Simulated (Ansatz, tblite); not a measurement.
**The cluster Hf₂H₁₀O₉: a ladder of methods and basis sets**

How do method and basis change the picture of the cluster Hf₂H₁₀O₉ (singlet)?

Computed with Ansatz 0.2.0, Gaussian basis. Level: as each input shows.

Plan: GFN1-xTB, GFN2-xTB, PBE-D4/def2-TZVP, r2SCAN-D4/def2-TZVP, PBE-QIDH/def2-TZVP, HF/def2-TZVP, CAM-B3LYP-D4/def2-TZVP, PBE-D4/def2-SVP, PBE0-D4/def2-SVP, CCSD(T)/def2-SVP, MP2/def2-TZVP, RPA/def2-TZVP.

### 1 The relaxed structure

The singlet was relaxed beforehand with PBE-D4/def2-SVP.

21 atoms, charge 0, spin multiplicity 1.

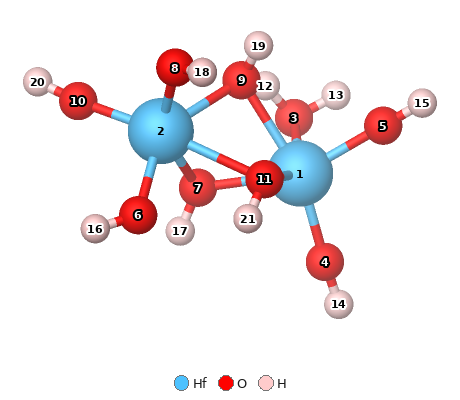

The structure; hafnium blue, oxygen red, hydrogen pink; atoms are numbered from 1 in the order of the file.

Hf takes a core potential in the def2 sets. No spin-orbit coupling is included.

PBE0-D4/def2-TZVP was run before; its log isn't repeated, and its numbers join the tables.

### 2 GFN1-xTB

Tight binding, by tblite at 300 K electronic temperature and without a spin-polarisation term:

```python
tblite.interface.Calculator('GFN1-xTB', numbers, positions, charge=0, uhf=0).singlepoint()
```

Energy -1370.4045 eV, HOMO -11.51 eV, LUMO -7.71 eV; 0.024 s.

### 3 GFN2-xTB

Tight binding, by tblite at 300 K electronic temperature and without a spin-polarisation term:

```python
tblite.interface.Calculator('GFN2-xTB', numbers, positions, charge=0, uhf=0).singlepoint()
```

Energy -1224.6783 eV, HOMO -10.38 eV, LUMO -6.40 eV; 0.017 s.

### 4 PBE-D4/def2-TZVP

start.molden holds the orbitals of an earlier run on this state, given as this run's starting guess.

File in.yaml:

```yaml
crystal:
  periodic: [false, false, false]
  atoms:
    - {symbol: Hf, position_ang: [0.875534, 0.480414, -1.139681]}
    - {symbol: Hf, position_ang: [-0.765345, -0.484268, 1.488682]}
    - {symbol: O, position_ang: [-0.206468, -0.794035, -2.771536]}
    - {symbol: O, position_ang: [2.761720, 0.151390, -1.479622]}
    - {symbol: O, position_ang: [0.393392, 1.997480, -2.300338]}
    - {symbol: O, position_ang: [0.741002, -0.485510, 2.821362]}
    - {symbol: O, position_ang: [0.593252, -1.364842, -0.053503]}
    - {symbol: O, position_ang: [-1.964804, 0.975241, 2.105610]}
    - {symbol: O, position_ang: [-1.291021, 0.121581, -0.597305]}
    - {symbol: O, position_ang: [-1.801000, -2.070291, 1.927195]}
    - {symbol: O, position_ang: [0.744950, 1.257944, 0.755501]}
    - {symbol: H, position_ang: [-1.011024, -0.758953, -2.173753]}
    - {symbol: H, position_ang: [-0.416452, -0.171717, -3.496416]}
    - {symbol: H, position_ang: [3.680855, -0.020496, -1.714976]}
    - {symbol: H, position_ang: [0.161085, 2.837409, -2.713295]}
    - {symbol: H, position_ang: [0.760223, -0.938346, 3.679881]}
    - {symbol: H, position_ang: [1.350134, -1.900950, 0.239111]}
    - {symbol: H, position_ang: [-1.736723, 1.889197, 2.337944]}
    - {symbol: H, position_ang: [-1.888976, 0.891344, -0.551358]}
    - {symbol: H, position_ang: [-2.399695, -2.782263, 2.177657]}
    - {symbol: H, position_ang: [1.419339, 1.169683, 1.458831]}
basis:
  gaussian: {orbitals: def2-TZVP, fitting: {mean_field: def2-universal-jkfit}, initial_orbitals: start.molden}
hamiltonian: {xc: pbe, dispersion: d4}
scf: {omitted_lower_state_checks: [starts]}
output: {forces: true, orbitals: {seedname: orbitals}}
```

Started as:

```bash
ansatz run in.yaml --threads 2 --pin off --events-out ev --progress --plain --max-ram 32768MiB --backend cuda --devices 0, --max-vram 18GiB
```

Log:

```text
Functional definition: PBE
  name "PBE"
  cite "Perdew, Burke & Ernzerhof, Phys. Rev. Lett. 77, 3865 (1996) doi:10.1103/PhysRevLett.77.3865"
  parent pbe
  parameter kappa = 0.804
  parameter beta = 0.06672455060314922
  exchange = pbe_x(kappa = kappa, mu = beta*pi^2/3)
  correlation = pbe_c(beta = beta)
these checks for a lower state are left out or cut short: starts
1327 factors; integrals over basis functions are off by at most 8.8e-1 eV
mean field evaluation 1: about -21205.8718 eV, gradient 1.6e1 eV
mean field evaluation 2: about -21206.2313 eV, gradient 3.3e-1 eV
mean field evaluation 4: about -21206.2265 eV, gradient 7.1e-4 eV
mean field -21206.22652711 eV, -779.3144507747 hartree, gradient 1.2e-5 eV, S^2 0.000000; 0 other end points of the search recorded, 0 dependent functions left out
the calculation of the forces begins
reference -21206.22659961 eV, -779.3144534390 hartree; 53, 53 occupied and 366, 366 virtual orbitals, 1327 factors
Total energy: -21206.74854188 eV, -779.3336344635 hartree
Atom 0 at     0.875534     0.480414    -1.139681 Å, force     0.135565     0.105300     0.095019 eV/Å
Atom 1 at    -0.765345    -0.484268     1.488682 Å, force     0.052484    -0.017438     0.131103 eV/Å
Atom 2 at    -0.206468    -0.794035    -2.771536 Å, force    -0.213242     0.039273    -0.105282 eV/Å
Atom 3 at     2.761720     0.151390    -1.479622 Å, force     0.043017     0.013176    -0.032944 eV/Å
Atom 4 at     0.393392     1.997480    -2.300338 Å, force     0.015802     0.109838    -0.063867 eV/Å
Atom 5 at     0.741002    -0.485510     2.821362 Å, force     0.026157    -0.123149     0.196879 eV/Å
Atom 6 at     0.593252    -1.364842    -0.053503 Å, force     0.093899    -0.205779     0.003467 eV/Å
Atom 7 at    -1.964804     0.975241     2.105610 Å, force    -0.042308     0.176108     0.089795 eV/Å
Atom 8 at    -1.291021     0.121581    -0.597305 Å, force    -0.197407     0.127380     0.020992 eV/Å
Atom 9 at    -1.801000    -2.070291     1.927195 Å, force    -0.056928    -0.065945     0.004943 eV/Å
Atom 10 at     0.744950     1.257944     0.755501 Å, force     0.136009     0.057978     0.111300 eV/Å
Atom 11 at    -1.011024    -0.758953    -2.173753 Å, force     0.119868    -0.088582    -0.098005 eV/Å
Atom 12 at    -0.416452    -0.171717    -3.496416 Å, force     0.073520    -0.072700     0.064115 eV/Å
Atom 13 at     3.680855    -0.020496    -1.714976 Å, force    -0.171548     0.024095     0.040509 eV/Å
Atom 14 at     0.161085     2.837409    -2.713295 Å, force     0.043705    -0.151523     0.105705 eV/Å
Atom 15 at     0.760223    -0.938346     3.679881 Å, force    -0.024913     0.078735    -0.196825 eV/Å
Atom 16 at     1.350134    -1.900950     0.239111 Å, force    -0.137066     0.166776    -0.047821 eV/Å
Atom 17 at    -1.736723     1.889197     2.337944 Å, force    -0.021929    -0.194503    -0.075392 eV/Å
Atom 18 at    -1.888976     0.891344    -0.551358 Å, force     0.144778    -0.135675    -0.016548 eV/Å
Atom 19 at    -2.399695    -2.782263     2.177657 Å, force     0.098349     0.153639    -0.046871 eV/Å
Atom 20 at     1.419339     1.169683     1.458831 Å, force    -0.117813     0.002995    -0.180271 eV/Å
Dipole moment:     0.207245     0.055843    -0.596112 e Å
Checks for a lower state left out: starts
```

Run time: 6.5 s. Hardware: 1 × H100 (card shared with other runs) with 2 threads of AMD EPYC 7R13, shared host; peak host memory 0.88 GiB.

Report: HOMO -6.06 eV, LUMO -0.93 eV.

### 5 r2SCAN-D4/def2-TZVP

Changes to in.yaml since step 4:

```diff
@@ -26,3 +26,3 @@
   gaussian: {orbitals: def2-TZVP, fitting: {mean_field: def2-universal-jkfit}, initial_orbitals: start.molden}
-hamiltonian: {xc: pbe, dispersion: d4}
+hamiltonian: {xc: r2scan, dispersion: d4}
 scf: {omitted_lower_state_checks: [starts]}
```

Same command.

Log:

```text
Functional definition: r2SCAN
  name "r2SCAN"
  cite "Furness, Kaplan, Ning, Perdew & Sun, J. Phys. Chem. Lett. 11, 8208 (2020) doi:10.1021/acs.jpclett.0c02405"
  cite "Furness, Kaplan, Ning, Perdew & Sun, J. Phys. Chem. Lett. 11, 9248 (2020) doi:10.1021/acs.jpclett.0c03077"
  parent r2scan
  parameter k0 = 0.174
  parameter k1 = 0.065
  parameter a1 = 4.9479
  exchange = r2scan_x(k0 = k0, k1 = k1, a1 = a1)
  correlation = r2scan_c
these checks for a lower state are left out or cut short: starts
1327 factors; integrals over basis functions are off by at most 8.8e-1 eV
mean field evaluation 1: about -21217.4098 eV, gradient 7.7e0 eV
mean field evaluation 2: about -21217.5012 eV, gradient 8.6e-2 eV
mean field evaluation 4: about -21217.4965 eV, gradient 1.0e-4 eV
mean field -21217.49648038 eV, -779.7286139182 hartree, gradient 1.8e-5 eV, S^2 0.000000; 0 other end points of the search recorded, 0 dependent functions left out
the calculation of the forces begins
reference -21217.49650096 eV, -779.7286146746 hartree; 53, 53 occupied and 366, 366 virtual orbitals, 1327 factors
Total energy: -21217.64553171 eV, -779.7340914538 hartree
Atom 0 at     0.875534     0.480414    -1.139681 Å, force     0.052637     0.059332     0.081681 eV/Å
Atom 1 at    -0.765345    -0.484268     1.488682 Å, force     0.085786     0.064030     0.102102 eV/Å
Atom 2 at    -0.206468    -0.794035    -2.771536 Å, force    -0.536596     0.414656    -0.019124 eV/Å
Atom 3 at     2.761720     0.151390    -1.479622 Å, force     0.243966    -0.029267    -0.100145 eV/Å
Atom 4 at     0.393392     1.997480    -2.300338 Å, force    -0.047714     0.297814    -0.128659 eV/Å
Atom 5 at     0.741002    -0.485510     2.821362 Å, force    -0.115027    -0.309558     0.412544 eV/Å
Atom 6 at     0.593252    -1.364842    -0.053503 Å, force     0.314094    -0.200179     0.138934 eV/Å
Atom 7 at    -1.964804     0.975241     2.105610 Å, force     0.181630     0.392531     0.118268 eV/Å
Atom 8 at    -1.291021     0.121581    -0.597305 Å, force    -0.237675     0.424420     0.150458 eV/Å
Atom 9 at    -1.801000    -2.070291     1.927195 Å, force    -0.209635    -0.217637     0.071889 eV/Å
Atom 10 at     0.744950     1.257944     0.755501 Å, force     0.324815    -0.179247     0.269454 eV/Å
Atom 11 at    -1.011024    -0.758953    -2.173753 Å, force     0.447392    -0.124851    -0.357951 eV/Å
Atom 12 at    -0.416452    -0.171717    -3.496416 Å, force     0.144603    -0.330636     0.345074 eV/Å
Atom 13 at     3.680855    -0.020496    -1.714976 Å, force    -0.565550     0.100388     0.143829 eV/Å
Atom 14 at     0.161085     2.837409    -2.713295 Å, force     0.148241    -0.506235     0.284103 eV/Å
Atom 15 at     0.760223    -0.938346     3.679881 Å, force    -0.030313     0.258123    -0.538310 eV/Å
Atom 16 at     1.350134    -1.900950     0.239111 Å, force    -0.423494     0.362825    -0.161610 eV/Å
Atom 17 at    -1.736723     1.889197     2.337944 Å, force    -0.119275    -0.563409    -0.165970 eV/Å
Atom 18 at    -1.888976     0.891344    -0.551358 Å, force     0.364138    -0.423722    -0.035283 eV/Å
Atom 19 at    -2.399695    -2.782263     2.177657 Å, force     0.356085     0.458066    -0.155281 eV/Å
Atom 20 at     1.419339     1.169683     1.458831 Å, force    -0.378106     0.052557    -0.456004 eV/Å
Dipole moment:     0.210572     0.054368    -0.618405 e Å
Checks for a lower state left out: starts
```

It took 8.5 s on 1 × H100 (card shared with other runs) with 2 threads of AMD EPYC 7R13, shared host; peak host memory 0.9 GiB.

From the report: HOMO -6.42 eV, LUMO -0.43 eV.

### 6 PBE-QIDH/def2-TZVP

Changes to in.yaml since step 5:

```diff
@@ -26,4 +26,3 @@
   gaussian: {orbitals: def2-TZVP, fitting: {mean_field: def2-universal-jkfit}, initial_orbitals: start.molden}
-hamiltonian: {xc: r2scan, dispersion: d4}
+hamiltonian: {xc: {name: PBE-QIDH}}
 scf: {omitted_lower_state_checks: [starts]}
-output: {forces: true, orbitals: {seedname: orbitals}}
```

Same command.

Log:

```text
Functional definition: PBE-QIDH
  name "PBE-QIDH"
  cite "Brémond, Sancho-García, Pérez-Jiménez & Adamo, J. Chem. Phys. 141, 031101 (2014) doi:10.1063/1.4890314"
  cite "Perdew, Burke & Ernzerhof, Phys. Rev. Lett. 77, 3865 (1996) doi:10.1103/PhysRevLett.77.3865"
  parameter a = 3^(-1/3)
  parameter c = 1/3
  exchange = (1 - a)*pbe_x + a*exact_x
  correlation = (1 - c)*pbe_c + c*(mp2_os + mp2_ss)
these checks for a lower state are left out or cut short: starts
1327 factors; integrals over basis functions are off by at most 8.8e-1 eV
mean field evaluation 1: about -21167.6620 eV, gradient 2.7e1 eV
mean field evaluation 2: about -21168.5940 eV, gradient 1.2e0 eV
mean field evaluation 4: about -21168.5992 eV, gradient 4.6e-2 eV
mean field evaluation 8: about -21168.5992 eV, gradient 9.6e-7 eV
mean field -21168.59916392 eV, -777.9316706823 hartree, gradient 9.6e-7 eV, S^2 0.000000; 0 other end points of the search recorded, 0 dependent functions left out
9 core orbitals not correlated: weight in the atoms' cores, before any rotation towards them, 1.000 or more for the frozen orbitals, at most 0.000 for the correlated occupied ones
reference -21168.59918306 eV, -777.9316713854 hartree; 44, 44 occupied and 366, 366 virtual orbitals, 1327 factors
second order -85.31047142 eV of doubles, -0.00000000 eV of singles
Total energy: -21197.03600686 eV, -778.9767053851 hartree
Checks for a lower state left out: starts
```

Wall time 7.5 s (1 × H100 (card shared with other runs) with 2 threads of AMD EPYC 7R13, shared host); peak host memory 1.6 GiB.

### 7 HF/def2-TZVP

Changes to in.yaml since step 6:

```diff
@@ -26,3 +26,4 @@
   gaussian: {orbitals: def2-TZVP, fitting: {mean_field: def2-universal-jkfit}, initial_orbitals: start.molden}
-hamiltonian: {xc: {name: PBE-QIDH}}
+hamiltonian: {xc: hf}
 scf: {omitted_lower_state_checks: [starts]}
+output: {orbitals: {seedname: orbitals}}
```

The command is unchanged.

Log:

```text
Functional definition: HF
  name "HF"
  cite "Fock, Z. Phys. 61, 126 (1930) doi:10.1007/BF01340294"
  parent pbe
  exchange = exact_x
  correlation = 0
these checks for a lower state are left out or cut short: starts
1327 factors; integrals over basis functions are off by at most 8.8e-1 eV
mean field evaluation 1: about -21098.8997 eV, gradient 4.4e1 eV
mean field evaluation 2: about -21101.3131 eV, gradient 2.8e0 eV
mean field evaluation 4: about -21101.3583 eV, gradient 4.6e-5 eV
mean field -21101.35830806 eV, -775.4606148069 hartree, gradient 4.6e-5 eV, S^2 0.000000; 0 other end points of the search recorded, 0 dependent functions left out
reference -21101.35830806 eV, -775.4606148069 hartree; 53, 53 occupied and 366, 366 virtual orbitals, 1327 factors
Total energy: -21101.35830806 eV, -775.4606148069 hartree
Checks for a lower state left out: starts
```

Wall time 6.5 s (1 × H100 (card shared with other runs) with 2 threads of AMD EPYC 7R13, shared host); peak host memory 0.82 GiB.

From the report: HOMO -11.92 eV, LUMO 2.22 eV.

### 8 CAM-B3LYP-D4/def2-TZVP

Changes to in.yaml since step 7:

```diff
@@ -26,3 +26,3 @@
   gaussian: {orbitals: def2-TZVP, fitting: {mean_field: def2-universal-jkfit}, initial_orbitals: start.molden}
-hamiltonian: {xc: hf}
+hamiltonian: {xc: {name: CAM-B3LYP}, dispersion: d4}
 scf: {omitted_lower_state_checks: [starts]}
```

Launched as before.

Log:

```text
Functional definition: CAM-B3LYP
  name "CAM-B3LYP"
  cite "Yanai, Tew & Handy, Chem. Phys. Lett. 393, 51 (2004) doi:10.1016/j.cplett.2004.06.011"
  cite "Iikura, Tsuneda, Yanai & Hirao, J. Chem. Phys. 115, 3540 (2001) doi:10.1063/1.1383587"
  cite "Becke, Phys. Rev. A 38, 3098 (1988) doi:10.1103/PhysRevA.38.3098"
  cite "Lee, Yang & Parr, Phys. Rev. B 37, 785 (1988) doi:10.1103/PhysRevB.37.785"
  cite "Vosko, Wilk & Nusair, Can. J. Phys. 58, 1200 (1980) doi:10.1139/p80-159"
  parameter alpha = 0.19
  parameter beta = 0.46
  parameter omega = 0.33/bohr
  parameter ac = 0.81
  # Exact exchange under (alpha + beta erf(omega r))/r, Becke's under what is left of 1/r.
  exchange = (1 - alpha - beta)*b88_x + beta*b88_x_sr(omega) + alpha*exact_x + beta*exact_x_lr(omega)
  correlation = (1 - ac)*vwn5_c + ac*lyp_c
these checks for a lower state are left out or cut short: starts
1327 factors; integrals over basis functions are off by at most 8.8e-1 eV
1327 factors; integrals over basis functions are off by at most 4.6e-7 eV
mean field evaluation 1: about -21216.9322 eV, gradient 1.2e1 eV
mean field evaluation 2: about -21217.1120 eV, gradient 1.9e-1 eV
mean field evaluation 4: about -21217.1126 eV, gradient 3.2e-4 eV
mean field -21217.11263996 eV, -779.7145080429 hartree, gradient 1.9e-5 eV, S^2 0.000000; 0 other end points of the search recorded, 0 dependent functions left out
reference -21217.11283293 eV, -779.7145151344 hartree; 53, 53 occupied and 366, 366 virtual orbitals, 1327 factors
Total energy: -21217.58279830 eV, -779.7317860433 hartree
Checks for a lower state left out: starts
```

Wall time 6 s (1 × H100 (card shared with other runs) with 2 threads of AMD EPYC 7R13, shared host); peak host memory 0.86 GiB.

From the report: HOMO -9.18 eV, LUMO 0.57 eV.

### 9 PBE-D4/def2-SVP

Changes to in.yaml since step 8:

```diff
@@ -25,4 +25,4 @@
 basis:
-  gaussian: {orbitals: def2-TZVP, fitting: {mean_field: def2-universal-jkfit}, initial_orbitals: start.molden}
-hamiltonian: {xc: {name: CAM-B3LYP}, dispersion: d4}
+  gaussian: {orbitals: def2-SVP, initial_orbitals: start.molden}
+hamiltonian: {xc: pbe, dispersion: d4}
 scf: {omitted_lower_state_checks: [starts]}
```

Same command.

Log:

```text
Functional definition: PBE
  name "PBE"
  cite "Perdew, Burke & Ernzerhof, Phys. Rev. Lett. 77, 3865 (1996) doi:10.1103/PhysRevLett.77.3865"
  parent pbe
  parameter kappa = 0.804
  parameter beta = 0.06672455060314922
  exchange = pbe_x(kappa = kappa, mu = beta*pi^2/3)
  correlation = pbe_c(beta = beta)
these checks for a lower state are left out or cut short: starts
2495 factors; their error is unknown
mean field evaluation 1: about -21182.3087 eV, gradient 6.6e1 eV
mean field evaluation 2: about -21183.4456 eV, gradient 2.3e0 eV
mean field evaluation 4: about -21183.3342 eV, gradient 4.2e-1 eV
mean field evaluation 8: about -21183.3344 eV, gradient 2.0e-5 eV
mean field -21183.33435007 eV, -778.4731787853 hartree, gradient 2.0e-5 eV, S^2 0.000000; 0 other end points of the search recorded, 0 dependent functions left out
reference -21183.33445909 eV, -778.4731827916 hartree; 53, 53 occupied and 187, 187 virtual orbitals, 2495 factors
Total energy: -21183.85640135 eV, -778.4923638162 hartree
Checks for a lower state left out: starts
```

Wall time 7 s (1 × H100 (card shared with other runs) with 2 threads of AMD EPYC 7R13, shared host); peak host memory 0.87 GiB.

From the report: HOMO -5.86 eV, LUMO -0.72 eV.

### 10 PBE0-D4/def2-SVP

Changes to in.yaml since step 9:

```diff
@@ -26,3 +26,3 @@
   gaussian: {orbitals: def2-SVP, initial_orbitals: start.molden}
-hamiltonian: {xc: pbe, dispersion: d4}
+hamiltonian: {xc: pbe0, dispersion: d4}
 scf: {omitted_lower_state_checks: [starts]}
```

Same command.

Log:

```text
Functional definition: PBE0
  name "PBE0"
  cite "Adamo & Barone, J. Chem. Phys. 110, 6158 (1999) doi:10.1063/1.478522"
  cite "Perdew, Burke & Ernzerhof, Phys. Rev. Lett. 77, 3865 (1996) doi:10.1103/PhysRevLett.77.3865"
  parent pbe
  parameter a = 0.25
  parameter kappa = 0.804
  parameter beta = 0.06672455060314922
  exchange = (1 - a)*pbe_x(kappa = kappa, mu = beta*pi^2/3) + a*exact_x
  correlation = pbe_c(beta = beta)
these checks for a lower state are left out or cut short: starts
2561 factors; their error is unknown
mean field evaluation 1: about -21180.3387 eV, gradient 6.5e1 eV
mean field evaluation 2: about -21181.0666 eV, gradient 1.7e0 eV
mean field evaluation 4: about -21181.2778 eV, gradient 1.9e-1 eV
mean field -21181.27783815 eV, -778.3976033663 hartree, gradient 6.4e-5 eV, S^2 0.000000; 0 other end points of the search recorded, 0 dependent functions left out
reference -21181.27792306 eV, -778.3976064867 hartree; 53, 53 occupied and 187, 187 virtual orbitals, 2561 factors
Total energy: -21181.73368391 eV, -778.4143553888 hartree
Checks for a lower state left out: starts
```

Wall time 7 s (1 × H100 (card shared with other runs) with 2 threads of AMD EPYC 7R13, shared host); peak host memory 0.9 GiB.

Report: HOMO -7.54 eV, LUMO 0.07 eV.

### 11 CCSD(T)/def2-SVP

Changes to in.yaml since step 10:

```diff
@@ -26,3 +26,3 @@
   gaussian: {orbitals: def2-SVP, initial_orbitals: start.molden}
-hamiltonian: {xc: pbe0, dispersion: d4}
+correlation: {method: ccsd_t}
 scf: {omitted_lower_state_checks: [starts]}
```

Launched as before.

Log:

```text
Functional definition: HF
  name "HF"
  cite "Fock, Z. Phys. 61, 126 (1930) doi:10.1007/BF01340294"
  parent pbe
  exchange = exact_x
  correlation = 0
these checks for a lower state are left out or cut short: starts
2326 factors; integrals over basis functions are off by at most 1.2e-3 eV
mean field evaluation 1: about -21074.9553 eV, gradient 7.2e1 eV
mean field evaluation 2: about -21077.5450 eV, gradient 4.1e0 eV
mean field evaluation 4: about -21078.1090 eV, gradient 1.7e0 eV
mean field evaluation 8: about -21078.1148 eV, gradient 2.6e-4 eV
mean field -21078.11479723 eV, -774.6064315389 hartree, gradient 3.8e-6 eV, S^2 0.000000; 0 other end points of the search recorded, 0 dependent functions left out
9 core orbitals not correlated: weight in the atoms' cores, before any rotation towards them, 1.000 or more for the frozen orbitals, at most 0.000 for the correlated occupied ones
reference -21078.11479723 eV, -774.6064315389 hartree; 44, 44 occupied and 187, 187 virtual orbitals, 2326 factors
second order -59.90062039 eV of doubles, -0.00000000 eV of singles
cycle   1  -58.85459956 eV  change     1.0e0 eV  update   2.2e-1
cycle   2  -60.25688722 eV  change    -1.4e0 eV  update   7.1e-2
cycle   3  -60.69664912 eV  change   -4.4e-1 eV  update   3.7e-2
cycle   4  -60.68496065 eV  change    1.2e-2 eV  update   8.9e-3
cycle   5  -60.66679045 eV  change    1.8e-2 eV  update   3.4e-3
cycle   6  -60.66830030 eV  change   -1.5e-3 eV  update   1.1e-3
cycle   7  -60.66828742 eV  change    1.3e-5 eV  update   3.7e-4
cycle   8  -60.66787879 eV  change    4.1e-4 eV  update   1.2e-4
cycle   9  -60.66785881 eV  change    2.0e-5 eV  update   4.4e-5
perturbative correction -1.56107866 eV, -0.0573685826 hartree
Total energy: -21140.34373470 eV, -776.8933028106 hartree
Checks for a lower state left out: starts
```

Run time: 14 s. Hardware: 1 × H100 (card shared with other runs) with 2 threads of AMD EPYC 7R13, shared host; peak host memory 0.83 GiB.

Hartree-Fock HOMO -11.89 eV, LUMO 2.24 eV; T1 0.016.

[end of part 1 of 2]
